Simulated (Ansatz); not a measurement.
# CH5SSi: the cost of one run

Program: the Python package of Ansatz 0.2.0. Level of theory: B3LYP/def2-SVP. These are calculated values, not measurements.

## (1) Starting point

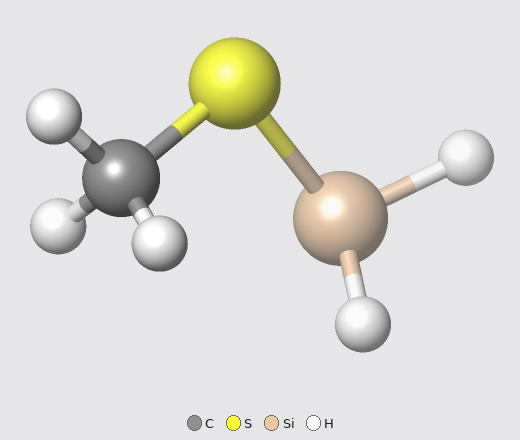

The starting structure, viewed from a chosen angle; carbon grey, sulfur yellow, silicon light orange, hydrogen white.

No structure file is read: the coordinates are typed or built in the script.

## (2) The script

Input file ch5ssi_scan.py:

```python
'''Potential curve of CH5SSi along one bond.'''

import ansatz as az
import numpy as np

BASIS = 'def2-SVP'
FUNCTIONAL = 'b3lyp'


def main() -> None:
    molecule = (
        az.Crystal.molecule()
        .atom('C', (-0.8527, 0.9344, -0.2519))
        .atom('S', (0.6316, 0.7553, 0.657))
        .atom('Si', (1.3148, -1.1557, -0.0213))
        .atom('H', (-1.5422, 0.199, -0.0244))
        .atom('H', (-0.7089, 0.9708, -1.3584))
        .atom('H', (-1.3469, 1.9567, 0.0048))
        .atom('H', (2.3692, -1.6507, 0.9787))
        .atom('H', (0.2273, -2.0669, -0.0403))
    )

    symbols = [site.symbol for site in molecule.cartesian_sites]
    start = np.array([site.position_ang for site in molecule.cartesian_sites])
    axis = (start[0] - start[1]) / np.linalg.norm(start[0] - start[1])
    moving = [0, 3, 4, 5]
    lengths, energies = [1.49, 1.61, 1.75, 1.92, 2.19, 2.62, 3.15, 3.85], []
    for length in lengths:
        xyz = start.copy()
        xyz[moving] += (length - np.linalg.norm(start[0] - start[1])) * axis
        point = az.Crystal.molecule()
        for symbol, xyz in zip(symbols, xyz):
            point = point.atom(symbol, xyz.tolist())
        model = (
            point.calculation()
            .basis(gaussian=BASIS)
            .functional(FUNCTIONAL)
            .spin('collinear', total=1)
        )
        rep = model.run().report
        energies.append(rep['free_energy_ev'])
        print(f'r = {length:6.3f} A  E = {energies[-1]:.5f} eV  <S^2> = {abs(rep["mean_field"]["state"]["spin_squared"]):.3f}')

    print('energy above the lowest point (eV):', [round(e - min(energies), 3) for e in energies])


if __name__ == '__main__':
    main()
```

## (3) What the engine is handed

The engine receives this input (first run):

```yaml
crystal:
  periodic: [false, false, false]
  atoms:
    - { symbol: C, position_ang: [-0.632418450967805, 0.9078201809393882, -0.11701224151764333] }
    - { symbol: S, position_ang: [0.6316, 0.7553, 0.657] }
    - { symbol: Si, position_ang: [1.3148, -1.1557, -0.0213] }
    - { symbol: H, position_ang: [-1.321918450967805, 0.17242018093938818, 0.11048775848235667] }
    - { symbol: H, position_ang: [-0.488618450967805, 0.9442201809393882, -1.2235122415176434] }
    - { symbol: H, position_ang: [-1.126618450967805, 1.9301201809393882, 0.13968775848235668] }
    - { symbol: H, position_ang: [2.3692, -1.6507, 0.9787] }
    - { symbol: H, position_ang: [0.2273, -2.0669, -0.0403] }
basis:
  gaussian:
    orbitals: def2-SVP
hamiltonian:
  xc: b3lyp
magnetization:
  spin_polarized: true
  initial_magnetization: 1.0
```

## (4) The run

Command:

```console
$ python ch5ssi_scan.py
```

Q: Estimate wall time and peak memory on 1 thread of Arm Neoverse V2, shared host.

About 43 s, with a peak of 0.25 GiB.
